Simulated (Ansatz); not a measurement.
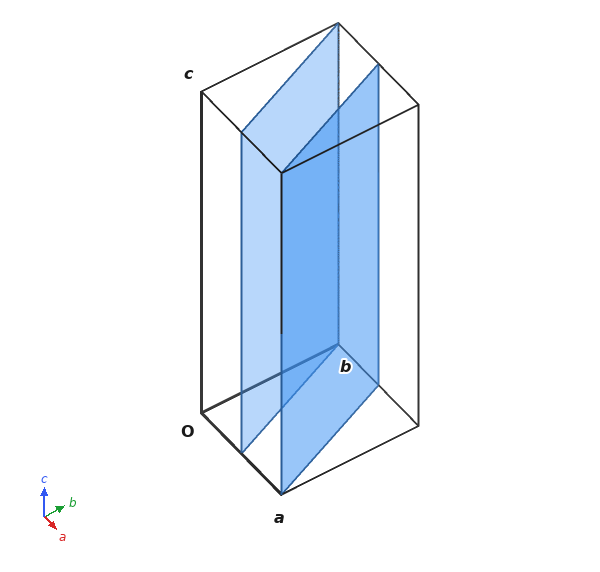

Crystal: Gd, the geometry relaxed with DFT PBEsol, scalar-relativistic, plane waves, PAW (Ansatz). Every member of one family of equally spaced planes, hx + ky + lz = a whole number, that cuts the unit cell is shaded (one member passes through the origin O, touching the cell only at an edge or corner). The drawing is computed from the coordinates (standard cell, symmetry found to 0.002 Å).

a = 3.567 Å, b = 3.567 Å, c = 5.692 Å, α = 90.00°, β = 90.00°, γ = 120.00°.

Question: Which (hkl) family is drawn?

Answer: (2 1 0), in four indices (2 1 −3 0); the opposite sign names the same planes. The member next to the origin meets the axes a at 1/2, b at 1, c never.

Question: What is the spacing?

Answer: d = 1.167 Å.
